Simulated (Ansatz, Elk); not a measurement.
**TiBi3C: X-ray structure factors from the self-consistent density**

The structure of TiBi3C used here is made up (a known structure type with other elements) and was relaxed beforehand with PBEsol. The aim is the Fourier transform of its all-electron density, F(hkl), set beside the sum over free spherical atoms that refinements use.

Main program and level: Elk 11.2.3 (patched build); DFT, PBE, all-electron APW+lo, Dirac cores, scalar-relativistic bands, static density, no spin.

The structure was built from a prototype and need not be the compound's stable phase.

## Step 1: Set-up

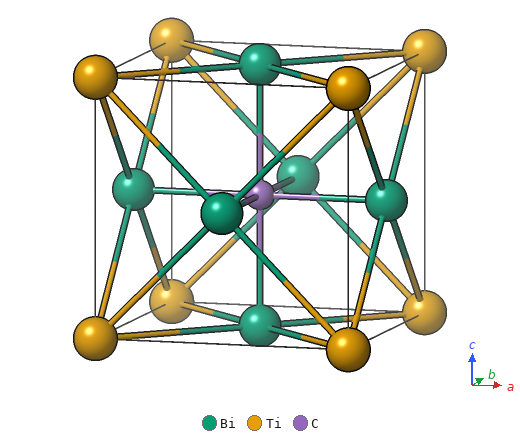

Start, viewed slightly off an axis; bismuth teal, titanium orange, carbon purple. Some periodic images of atoms are drawn too.

Structure file:

```cif
data_structure
_symmetry_space_group_name_H-M 'P 1'
_symmetry_Int_Tables_number 1
_cell_length_a 4.8536
_cell_length_b 4.8536
_cell_length_c 4.8536
_cell_angle_alpha 90.000
_cell_angle_beta 90.000
_cell_angle_gamma 90.000
_cell_volume 114.34
loop_
_atom_site_label
_atom_site_type_symbol
_atom_site_fract_x
_atom_site_fract_y
_atom_site_fract_z
_atom_site_occupancy
Bi1 Bi 0.50000 0.00000 0.50000 1
Bi2 Bi 0.00000 0.50000 0.50000 1
Bi3 Bi 0.50000 0.50000 0.00000 1
Ti4 Ti 0.00000 0.00000 0.00000 1
C5 C 0.50000 0.50000 0.50000 1
```

## Step 2: Ground state and structure factors

An all-electron density is needed, since X-rays see the cores too. Task 0 finds the density and task 195 Fourier-transforms it; tshift is off so that phases refer to the origin typed.

elk.in

```
tasks
  0
  195

xctype
  20

spinpol
  .false.

rgkmax
  7.0

gmaxvr
  14.0

lmaxo
  7

lmaxapw
  8

swidth
  0.002

tshift
  .false.

ramdisk
  .false.

hmaxvr
  5.5

maxscl
  120

epspot
  1e-06

sppath
  './'

avec
  9.17191008634 0.00000000000 0.00000000000
  0.00000000000 9.17191008634 0.00000000000
  0.00000000000 0.00000000000 9.17191008634

atoms
  3
  'Bi.in'
  3
  0.5000000000 0.0000000000 0.5000000000   0.000000 0.000000 0.000000
  -0.0000000000 0.5000000000 0.5000000000   0.000000 0.000000 0.000000
  0.5000000000 0.5000000000 -0.0000000000   0.000000 0.000000 0.000000
  'Ti.in'
  1
  0.0000000000 0.0000000000 0.0000000000   0.000000 0.000000 0.000000
  'C.in'
  1
  0.5000000000 0.5000000000 0.5000000000   0.000000 0.000000 0.000000

ngridk
  5 5 5
```

Started as:

```
> OMP_NUM_THREADS=4 elk
```

Numbers of over 12 decimals in the logs are rounded to 6 here.

What it wrote:

```text
┌─────────────────────────┐
│ Elk code version 11.2.3 │
└─────────────────────────┘

All units are atomic (Hartree, Bohr, etc.)

┌─────────────────────────────────────────────────┐
│ Ground-state run starting from atomic densities │
└─────────────────────────────────────────────────┘

Lattice vectors :
   9.171910086       0.000000000       0.000000000
   0.000000000       9.171910086       0.000000000
   0.000000000       0.000000000       9.171910086

Reciprocal lattice vectors :
  0.6850465441       0.000000000       0.000000000
   0.000000000      0.6850465441       0.000000000
   0.000000000       0.000000000      0.6850465441

Unit cell volume      :    771.5771646
Brillouin zone volume :   0.3214846484

Muffin-tin inner radius fraction :   0.1000000000E-01

Nuclei treated as point charges

Species : 1 (Bi)
 parameters loaded from : Bi.in
 name : bismuth
 nuclear charge    :   -83.00000000
 electronic charge :    83.00000000
 atomic mass :    380947.9285
 muffin-tin radius :    2.761016113
 number of radial points in muffin-tin :   1393
 inner part over the whole radius :   0.9899050746E-02
 number on inner part of muffin-tin    :   1000
 approximate nuclear radius :   0.1052171418E-03
 number of mesh points to nuclear radius :    527
 atomic positions (lattice), magnetic fields (Cartesian) :
  1 :   0.50000000  0.00000000  0.50000000    0.00000000  0.00000000  0.00000000
  2 :   0.00000000  0.50000000  0.50000000    0.00000000  0.00000000  0.00000000
  3 :   0.50000000  0.50000000  0.00000000    0.00000000  0.00000000  0.00000000

Species : 2 (Ti)
 parameters loaded from : Ti.in
 name : titanium
 nuclear charge    :   -22.00000000
 electronic charge :    22.00000000
 atomic mass :    87256.20317
 muffin-tin radius :    2.400000000
 number of radial points in muffin-tin :    993
 inner part over the whole radius :   0.9985722337E-02
 number on inner part of muffin-tin    :    699
 approximate nuclear radius :   0.6805665174E-04
 number of mesh points to nuclear radius :    325
 atomic positions (lattice), magnetic fields (Cartesian) :
  1 :   0.00000000  0.00000000  0.00000000    0.00000000  0.00000000  0.00000000

Species : 3 (C)
 parameters loaded from : C.in
 name : carbon
 nuclear charge    :   -6.000000000
 electronic charge :    6.000000000
 atomic mass :    21894.16674
 muffin-tin radius :    1.774938930
 number of radial points in muffin-tin :    593
 inner part over the whole radius :   0.9958786833E-02
 number on inner part of muffin-tin    :    406
 approximate nuclear radius :   0.4747601631E-04
 number of mesh points to nuclear radius :    166
 atomic positions (lattice), magnetic fields (Cartesian) :
  1 :   0.50000000  0.50000000  0.50000000    0.00000000  0.00000000  0.00000000

Total number of atoms per unit cell :    5
Total muffin-tin volume :    345.8231637
 ratio of muffin-tin to unit cell volume :   0.4482029531

Spin treatment :
 spin-unpolarised

Number of Bravais lattice symmetries :   48
Number of crystal symmetries         :   48
Crystal has inversion symmetry
Real symmetric eigensolver will be used

k-point grid :      5     5     5
k-point offset :    0.000000000       0.000000000       0.000000000
k-point set is reduced with full crystal symmetry group
Total number of k-points :       10

Muffin-tin radius times maximum |G+k| :    7.000000000
 using average radius
Maximum |G+k| for APW functions       :    2.809442588
Maximum (1/2)|G+k|²                   :    3.946483829
Maximum |G| for potential and density :    14.00000000
Constant for pseudocharge density :   10
 order of it for each species :   17  17  17
 order of it for pair densities of each species (exact exchange by exxq0 0: 18) :   12   9   4
Radial integration step length :    1

G-vector grid sizes :     42    42    42
Number of G-vectors :    35729

Maximum angular momentum used for
 APW functions            :    8
 outer part of muffin-tin :    7
 inner part of muffin-tin :    2

Total nuclear charge    :   -277.0000000
[...]
correlation                 :     -16.548805889498
 electron entropic           :    -0.11965671745094E-02
 total energy                :     -65637.288277473

Density of states at Fermi energy :    95.12891368
 (states/Hartree/unit cell)

Estimated indirect band gap :   0.6540098213E-02
 from k-point 2 to k-point 8
Estimated direct band gap   :   0.8312892579E-02
 at k-point 8

Charges :
 core                        :    216.0000000
 valence                     :    61.00000000
 interstitial                :    8.252454363
 muffin-tins (core leakage)
  species : 1 (Bi)
   atom 1                    :    81.06388950     (  0.8669881858E-03)
[...]
species : 2 (Ti)
[...]
species : 3 (C)
[...]
total in muffin-tins        :    268.7475456
 total calculated charge     :    276.9937407
 total charge                :    277.0000000
 error                       :   0.6259259528E-02

RMS change in Kohn-Sham potential (target) :    1.111170538     (  0.1000000000E-05)
Absolute change in total energy (target)   :   0.1654544592     (  0.1000000000E-03)

[... loops 3 to 22 left out ...]

┌──────────────────┐
│ Loop number : 23 │
└──────────────────┘

Energies :
 Fermi                       :     0.276150
 sum of occupied eigenvalues :     -40629.078133277
 electron kinetic            :      76639.033068200
 core electron kinetic       :      76119.052191096
 Coulomb                     :     -141031.62020967
 Coulomb potential           :     -115640.77901688
 nuclear-nuclear             :     -4964.7362738243
 electron-nuclear            :     -156576.58505806
 Hartree                     :      20509.701122209
 Madelung                    :     -83211.230701234
 xc potential                :     -1627.3321845989
 exchange                    :     -1227.2185190718
 correlation                 :     -16.563045743796
 electron entropic           :    -0.25446299342092E-02
 total energy                :     -65636.371250919

Density of states at Fermi energy :    192.5627427
 (states/Hartree/unit cell)

Estimated indirect band gap :   0.1966099564E-02
 from k-point 7 to k-point 10
Estimated direct band gap   :   0.6233579287E-02
 at k-point 9

Charges :
 core                        :    216.0000000
 valence                     :    61.00000000
 interstitial                :    8.314760441
 muffin-tins (core leakage)
  species : 1 (Bi)
[...]
species : 2 (Ti)
[...]
species : 3 (C)
[...]
total in muffin-tins        :    268.6852396
 total calculated charge     :    276.9950994
 total charge                :    277.0000000
 error                       :   0.4900611807E-02

RMS change in Kohn-Sham potential (target) :   0.5337042639E-06 (  0.1000000000E-05)
Absolute change in total energy (target)   :   0.3411201760E-05 (  0.1000000000E-03)

Convergence targets achieved

┌──────────────────┐
│ Loop number : 24 │
└──────────────────┘

Energies :
 Fermi                       :     0.276150
 sum of occupied eigenvalues :     -40629.078137508
 electron kinetic            :      76639.033064343
 core electron kinetic       :      76119.052188084
 Coulomb                     :     -141031.62020971
 Coulomb potential           :     -115640.77899511
 nuclear-nuclear             :     -4964.7362738243
 electron-nuclear            :     -156576.58507885
 Hartree                     :      20509.701142963
 Madelung                    :     -83211.230712156
 xc potential                :     -1627.3322067421
 exchange                    :     -1227.2185185700
 correlation                 :     -16.563045752324
 electron entropic           :    -0.25446291122819E-02
 total energy                :     -65636.371254319

Density of states at Fermi energy :    192.5626748
 (states/Hartree/unit cell)

Estimated indirect band gap :   0.1966096706E-02
 from k-point 7 to k-point 10
Estimated direct band gap   :   0.6233594354E-02
 at k-point 9

Charges :
 core                        :    216.0000000
 valence                     :    61.00000000
 interstitial                :    8.314760911
 muffin-tins (core leakage)
  species : 1 (Bi)
[...]
atom 3                    :    81.19268887     (  0.8282423495E-03)
  species : 2 (Ti)
   atom 1                    :    20.05683219     ( -0.2204335878E-06)
  species : 3 (C)
   atom 1                    :    5.050340283     (  0.4369911923E-05)
 total in muffin-tins        :    268.6852391
 total calculated charge     :    276.9950994
 total charge                :    277.0000000
 error                       :   0.4900611692E-02

┌──────────────────────────────┐
│ Self-consistent loop stopped │
└──────────────────────────────┘

Warning : core states of species 1 leak from the muffin-tin :   0.8282423495E-03

Wrote STATE.OUT
```

Elapsed: 31 s, on 4 threads of Arm Neoverse V2, shared host; peak memory 0.24 GiB; 66 s of CPU time.

SFACRHO.OUT:

```text

h k l indices transformed by vhmat matrix:
   1.000000000       0.000000000       0.000000000    
   0.000000000       1.000000000       0.000000000    
   0.000000000       0.000000000       1.000000000    

      h      k      l  multipl.   |H|            Re(F)            Im(F)           |F|

      0      0      0      1   0.0000000       277.00000     -0.47239855E-19   277.00000    
      0      0      1      6  0.68504654      -64.025608      0.88612438E-13   64.025608    
      0     -1      1     12  0.96880211      -52.248564      0.13734072E-13   52.248564    
     -1     -1     -1      8   1.1865354       228.23528      0.23750485E-12   228.23528    
      0      0     -2      6   1.3700931       228.42734      0.16045121E-12   228.42734    
     -1     -2      0     24   1.5318106      -56.018952     -0.11257659E-12   56.018952    
     -2      1      1     24   1.6780145      -48.497868     -0.12135579E-12   48.497868    
     -2      2      0     12   1.9376042       205.18153     -0.23862356E-13   205.18153    
     -2      1     -2     24   2.0551396      -51.134874      0.12398079E-12   51.134874    
     -3      0      0      6   2.0551396      -51.280926     -0.46948933E-13   51.280926    
      0      3     -1     24   2.1663074      -45.778957     -0.27669206E-13   45.778957    
      3     -1      1     24   2.2720424       188.33913     -0.31698548E-13   188.33913    
      2      2      2      8   2.3730708       189.21890     -0.40657389E-12   189.21890    
      0      3     -2     24   2.4699704      -48.015904      0.67039946E-13   48.015904    
     -3      1      2     48   2.5632095      -43.352153      0.15209710E-12   43.352153    
      4      0      0      6   2.7401862       176.88970     -0.25305503E-12   176.88970    
     -1      0      4     24   2.8245193      -45.553202     -0.13229631E-12   45.553202    
      2     -3     -2     24   2.8245193      -45.445023     -0.35883352E-13   45.445023
```

Elk indexes on the primitive cell of elk.in and gives |H| = 4π sin θ/λ in inverse bohr. Below, one row stands for each form hkl of the conventional cell (m members, Friedel mates merged), F is for one primitive cell and the density is static (no thermal factor). Free-atom factors are Waasmaier and Kirfel's, and R is Σm||F|−|F'||/Σm|F|.

| hkl | m | sin θ/λ (Å⁻¹) | abs F, DFT | neutral atoms | diff. |
| --- | --- | --- | --- | --- | --- |
| 100 | 6 | 0.103 | 64.026 | 63.973 | +0.053 |
| 110 | 12 | 0.146 | 52.249 | 52.563 | -0.314 |
| 111 | 8 | 0.178 | 228.235 | 228.806 | -0.571 |
| 200 | 6 | 0.206 | 228.427 | 228.477 | -0.050 |
| 210 | 24 | 0.230 | 56.019 | 55.785 | +0.234 |
| 211 | 24 | 0.252 | 48.498 | 48.596 | -0.098 |
| 220 | 12 | 0.291 | 205.181 | 205.162 | +0.019 |
| 221 | 24 | 0.309 | 51.135 | 51.228 | -0.093 |
| 300 | 6 | 0.309 | 51.281 | 51.228 | +0.053 |
| 310 | 24 | 0.326 | 45.779 | 45.708 | +0.072 |
| 311 | 24 | 0.342 | 188.339 | 188.272 | +0.067 |
| 222 | 8 | 0.357 | 189.219 | 189.144 | +0.075 |
| 320 | 24 | 0.371 | 48.016 | 48.030 | -0.014 |
| 321 | 48 | 0.386 | 43.352 | 43.342 | +0.011 |
| 400 | 6 | 0.412 | 176.890 | 176.929 | -0.039 |
| 410 | 24 | 0.425 | 45.553 | 45.511 | +0.042 |
| 322 | 24 | 0.425 | 45.445 | 45.511 | -0.066 |
| 330 | 12 | 0.437 | 41.230 | 41.299 | -0.068 |

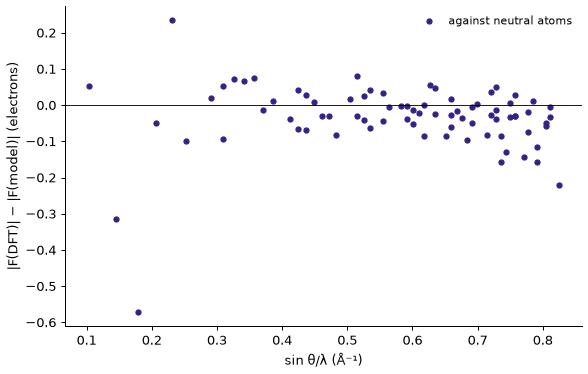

Difference between the calculated structure factors and the independent-atom ones.

## Step 3: The highest occupied states alone

An energy window below the Fermi level keeps the highest occupied states, to see at which angles they scatter; shallow core shells can lie inside it and anion s states outside. No new self-consistency is needed.

elk.in: that of step 2 with these lines changed.

```diff
@@ -1,3 +1,2 @@
 tasks
-  0
   195
@@ -40,2 +39,5 @@
 
+wsfac
+  -0.164840 0.576150
+
 sppath
```

Started as:

```
> OMP_NUM_THREADS=4 elk
```

What it wrote:

```text
┌─────────────────────────────────┐
│ Elk code version 11.2.3 started │
└─────────────────────────────────┘

Info(readinput): the functional depends on the density's gradient
 muffin-tin radial points multiplied by    2.00000
 (not where nrmtscf is given)

┌────────────────────┐
│ Current task : 195 │
└────────────────────┘
Info(checkmt): changed muffin-tin radius of species 1 (Bi) from   2.8000 to   2.7610
Info(checkmt): changed muffin-tin radius of species 3 (C) from   1.8000 to   1.7749

Info(sfacrho): density structure factors written to SFACRHO.OUT

 Energy window :  -0.1648400000      0.5761500000

┌──────────────────┐
│ Elk code stopped │
└──────────────────┘
```

Run time: 13 s. Hardware: 4 threads; peak memory 0.16 GiB; 16 s of CPU time.

States within 12 eV below the Fermi level hold 21.00 electrons; any levels below the window count with the cores. Their amplitudes can exceed the total, where window and core parts have opposite phase:

| hkl | sin θ/λ (Å⁻¹) | abs F, window | abs F, all |
| --- | --- | --- | --- |
| 100 | 0.103 | 2.787 | 64.026 |
| 110 | 0.146 | 2.436 | 52.249 |
| 111 | 0.178 | 0.813 | 228.235 |
| 200 | 0.206 | 2.981 | 228.427 |
| 210 | 0.230 | 0.675 | 56.019 |
| 211 | 0.252 | 1.653 | 48.498 |
| 220 | 0.291 | 0.756 | 205.181 |
| 221 | 0.309 | 0.140 | 51.135 |
| 300 | 0.309 | 0.017 | 51.281 |
| 310 | 0.326 | 0.862 | 45.779 |

## Step 4: Another functional

The difference from free atoms is small, so it is set against the change that LDA (Perdew-Wang) makes.

elk.in: that of step 3 with these lines changed.

```diff
@@ -1,2 +1,3 @@
 tasks
+  0
   195
@@ -4,3 +5,3 @@
 xctype
-  20
+  3
 
@@ -39,5 +40,2 @@
 
-wsfac
-  -0.164840 0.576150
-
 sppath
```

Started as:

```
> OMP_NUM_THREADS=4 elk
```

What it wrote:

```text
┌─────────────────────────┐
│ Elk code version 11.2.3 │
└─────────────────────────┘

All units are atomic (Hartree, Bohr, etc.)

┌─────────────────────────────────────────────────┐
│ Ground-state run starting from atomic densities │
└─────────────────────────────────────────────────┘

Lattice vectors :
   9.171910086       0.000000000       0.000000000
   0.000000000       9.171910086       0.000000000
   0.000000000       0.000000000       9.171910086

Reciprocal lattice vectors :
  0.6850465441       0.000000000       0.000000000
[...]
muffin-tins (core leakage)
  species : 1 (Bi)
[...]
species : 2 (Ti)
   atom 1                    :    20.07179943     ( -0.3536583311E-05)
  species : 3 (C)
   atom 1                    :    5.028451786     (  0.7302444078E-06)
 total in muffin-tins        :    268.7586929
 total calculated charge     :    276.9951198
 total charge                :    277.0000000
 error                       :   0.4880204360E-02

┌──────────────────────────────┐
│ Self-consistent loop stopped │
└──────────────────────────────┘

Warning : core states of species 1 leak from the muffin-tin :   0.8320219630E-03

Wrote STATE.OUT
[key lines of the parts left out:]
total energy                :     -65599.746261935
```

Wall time 17 s (4 threads); peak memory 0.18 GiB; 36 s of CPU time.

Against the first run R = 0.01 %; the largest change is -0.051 at 220.

## Step 5: Basis size

A smaller basis shows how fast F responds to it; the change is likely larger than the basis error of the first run, but doesn't show convergence.

elk.in: that of step 4 with these lines changed.

```diff
@@ -5,3 +5,3 @@
 xctype
-  3
+  20
 
@@ -11,3 +11,3 @@
 rgkmax
-  7.0
+  5.5
```

Started as:

```
> OMP_NUM_THREADS=4 elk
```

What it wrote:

```text
┌─────────────────────────┐
│ Elk code version 11.2.3 │
└─────────────────────────┘

All units are atomic (Hartree, Bohr, etc.)

┌─────────────────────────────────────────────────┐
│ Ground-state run starting from atomic densities │
└─────────────────────────────────────────────────┘

Lattice vectors :
   9.171910086       0.000000000       0.000000000
   0.000000000       9.171910086       0.000000000
   0.000000000       0.000000000       9.171910086

Reciprocal lattice vectors :
  0.6850465441       0.000000000       0.000000000
[...]
muffin-tins (core leakage)
  species : 1 (Bi)
[...]
species : 2 (Ti)
   atom 1                    :    19.98891140     ( -0.2204347656E-06)
  species : 3 (C)
   atom 1                    :    4.976501132     (  0.4331877071E-05)
 total in muffin-tins        :    268.4899429
 total calculated charge     :    276.9963437
 total charge                :    277.0000000
 error                       :   0.3656327009E-02

┌──────────────────────────────┐
│ Self-consistent loop stopped │
└──────────────────────────────┘

Warning : core states of species 1 leak from the muffin-tin :   0.8314865659E-03

Wrote STATE.OUT
[key lines of the parts left out:]
total energy                :     -65636.219537240
```

It took 28 s on 4 threads; peak memory 0.22 GiB.

Against the first run R = 0.02 %; the largest change is +0.077 at 311.

## Step 6: Settings against the effect

| run | R against the first run (%) | R against neutral atoms, low angle (%) | wall time |
| --- | --- | --- | --- |
| PBE, rgkmax 7 | 0.00 | 0.19 | 31 s |
| LDA (Perdew-Wang) | 0.01 | 0.18 | 17 s |
| rgkmax 5.5 | 0.02 | 0.16 | 28 s |

## Step 7: What came out

| Quantity | Value |
| --- | --- |
| R against neutral atoms, sin θ/λ < 0.3 Å⁻¹ | 0.19 % |
| R against neutral atoms, 0.3 to 0.82 Å⁻¹ | 0.07 % |

What this shows: Independent neutral atoms miss the calculated amplitudes by R = 0.19 % below 0.3 Å⁻¹ and 0.07 % from there to 0.82 Å⁻¹; by shells, 0.40 % below 0.15 Å⁻¹ (2 forms), 0.16 % 0.15 to 0.3 (5 forms), 0.06 % 0.3 to 0.45 (13 forms), 0.07 % above 0.45 (59 forms). Bonding, aspherical density and the tables' own atoms all enter these figures, and the runs don't part them. The largest change of an amplitude is -0.57 electrons, at 111. The window's part falls from 21.0 electrons at the origin to at most 0.37 between 0.45 and 0.82 Å⁻¹. Below 0.3 Å⁻¹ the changes that finished (LDA (Perdew-Wang) and rgkmax 5.5) move F by R = 0.04 % at most, against the 0.19 % that separates it from free atoms. The k-mesh has no finished test. These runs have no spin, though d or f shells may be open. Spin-orbit coupling is left out, which can matter for elements this heavy. Part of the difference isn't bonding: the tables are fits to free atoms and ions calculated by other methods than this functional. Thermal motion, anomalous dispersion and extinction are left out.

[Logs are printed without paths, hosts, clocks, repeated set-up lines and the standing remarks that a program may print on its own settings, such as how far it seeks lower states.]

[Hosts, paths, dates, database ids (printed as entryN), source tags and the programs' standing remarks are cut or masked in the printed files.]
